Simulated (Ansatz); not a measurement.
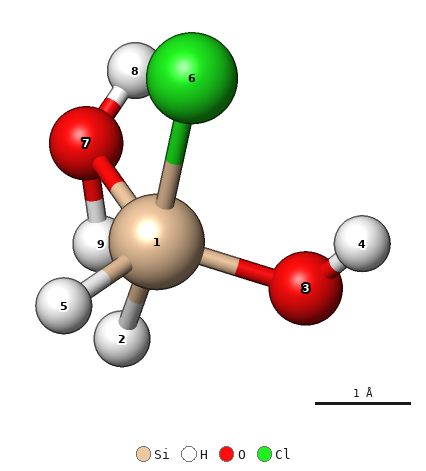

Fig. 1: The structure as given in the input (ball-and-stick view, seen at a tilt; atoms are numbered from 1 in the order of the input). Bond lengths as drawn: Cl–Si 2.15 Å, H–O 0.97 to 1.16 Å, H–Si 1.47 to 1.70 Å and O–Si 1.65 to 1.83 Å.

# SiH5ClO2: frequency calculation

SiH5ClO2, computed with RKS PBE0/6-31G* (Ansatz 0.2.0).

It belongs to a series of runs on one base structure; here: vibrations at the highest image of the band. Figures and captions count atoms from 1; the log counts them from 0 in places.

Input file
```yaml
crystal:
  periodic: [false, false, false]
  atoms:
    - { symbol: Si, position_ang: [-0.235168, 0.048543, -0.098269] }
    - { symbol: H, position_ang: [-0.110517, 0.654019, 1.482873] }
    - { symbol: O, position_ang: [1.235758, -0.661945, 0.160892] }
    - { symbol: H, position_ang: [1.503604, -1.216933, -0.585864] }
    - { symbol: H, position_ang: [-0.41025, 1.397134, -0.667545] }
    - { symbol: Cl, position_ang: [-0.803973, -1.086058, -1.837115] }
    - { symbol: O, position_ang: [-1.677426, -0.574646, 0.840504] }
    - { symbol: H, position_ang: [-1.811373, -1.538275, 0.860394] }
    - { symbol: H, position_ang: [-0.981455, -0.040939, 1.603028] }
basis:
  gaussian: { orbitals: "6-31G*" }
hamiltonian:
  xc: pbe0
phonons: {}
```

Hardware: 1 thread of Arm Neoverse V1, 24 GiB of memory available, shared host.

Run as:
```bash
ansatz run input.yaml --threads 1 --pin off --max-ram 2048MiB --backend cpu --events-out ev --progress --plain --runs-dir out
```

What the program printed
```
Engine: ansatz 0.2.0, aarch64-unknown-linux-gnu
Functional definition: PBE0
  parameter a = 0.25
  parameter kappa = 0.804
  parameter beta = 0.06672455060314922
  exchange = (1 - a)*pbe_x(kappa = kappa, mu = beta*pi^2/3) + a*exact_x
  correlation = pbe_c(beta = beta)
810 factors; integrals over basis functions are off by at most 5.5e-4 eV
mean field evaluation 1: about -24557.9803 eV, gradient 5.7e1 eV
mean field evaluation 2: about -24550.4293 eV, gradient 8.6e1 eV
mean field evaluation 4: about -24563.4605 eV, gradient 1.8e0 eV
mean field evaluation 8: about -24563.4866 eV, gradient 2.5e-2 eV
mean field -24563.48658514 eV, -902.6914822745 hartree, gradient 3.5e-5 eV, S^2 0.000000; 0 other end points of the search recorded, 0 dependent functions left out
the calculation of the forces begins
reference -24563.48660868 eV, -902.6914831397 hartree; 26, 26 occupied and 52, 52 virtual orbitals, 810 factors
these checks for a lower state are left out or cut short: stability, starts, cluster_reference, orbital_swaps, neighbouring_geometries, increment
810 factors; integrals over basis functions are off by at most 5.5e-4 eV
mean field evaluation 16: about -24563.4864 eV, gradient 1.5e-1 eV
mean field -24563.48646829 eV, -902.6914779804 hartree, gradient 1.2e-6 eV, S^2 0.000000; 0 other end points of the search recorded, 0 dependent functions left out
[... from here on the field's lines of each further geometry are left out, up to the last ...]
the calculation of the forces begins
reference -24563.48656960 eV, -902.6914817035 hartree; 26, 26 occupied and 52, 52 virtual orbitals, 810 factors
these checks for a lower state are left out or cut short: stability, starts, cluster_reference, orbital_swaps, neighbouring_geometries, increment
810 factors; integrals over basis functions are off by at most 5.5e-4 eV
mean field -24563.48654481 eV, -902.6914807925 hartree, gradient 2.6e-6 eV, S^2 0.000000; 0 other end points of the search recorded, 0 dependent functions left out
the calculation of the forces begins
reference -24563.48656835 eV, -902.6914816577 hartree; 26, 26 occupied and 52, 52 virtual orbitals, 810 factors
WARN: phonons: modes at or below zero, which the zero-point energy, F, S and C_V leave out: 1, the lowest at -1411.35 cm⁻¹. A minimum has none, and a first-order saddle one
Total energy: -24563.48660868 eV, -902.6914831397 hartree
Atom 0 at    -0.235168     0.048543    -0.098269 Å, force     0.000007     0.000424     0.000351 eV/Å
Atom 1 at    -0.110517     0.654019     1.482873 Å, force    -0.000010    -0.000089    -0.000252 eV/Å
Atom 2 at     1.235758    -0.661945     0.160892 Å, force     0.000141    -0.000173    -0.000062 eV/Å
Atom 3 at     1.503604    -1.216933    -0.585864 Å, force    -0.000053     0.000057     0.000050 eV/Å
Atom 4 at    -0.410250     1.397134    -0.667545 Å, force     0.000019    -0.000004    -0.000047 eV/Å
Atom 5 at    -0.803973    -1.086058    -1.837115 Å, force    -0.000053    -0.000151    -0.000247 eV/Å
Atom 6 at    -1.677426    -0.574646     0.840504 Å, force     0.000215    -0.000227     0.000096 eV/Å
Atom 7 at    -1.811373    -1.538275     0.860394 Å, force    -0.000139    -0.000022    -0.000106 eV/Å
Atom 8 at    -0.981455    -0.040939     1.603028 Å, force    -0.000126     0.000185     0.000216 eV/Å
Dipole moment:    -0.110984    -0.259089     0.384143 e Å
Vibrations: -1411.35 161.94 240.56 316.99 401.97 479.75 513.80 605.72 659.79 783.21 838.85 932.54 983.37 1015.58 1145.91 1397.57 1706.70 2002.37 2327.41 3762.67 3811.56 cm⁻¹, zero-point energy 1.493281 eV
```

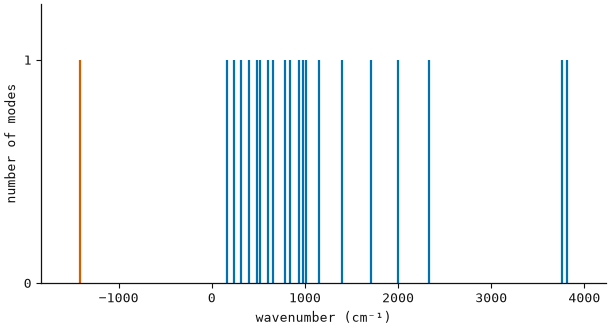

Fig. 2: Harmonic vibrational wavenumbers from the force constants; neighbouring modes closer than 24 cm⁻¹ are counted in one stick, and imaginary ones are drawn at negative wavenumbers. 21 modes from 1411i to 3812 cm⁻¹, 1 imaginary beyond 8i (1411i cm⁻¹): a first-order saddle point, if the geometry is stationary.

Results in brief

```json
{"quantity": "outcome", "value": "converged"}
{"quantity": "total energy", "value": "−24563.4866 eV"}
{"quantity": "mean-field energy", "value": "−24563.4866 eV"}
{"quantity": "largest force (length of the vector)", "value": "0.001 eV/Å"}
{"quantity": "wall time", "value": "2.1 min"}
{"quantity": "peak memory", "value": "0.15 GiB"}
```
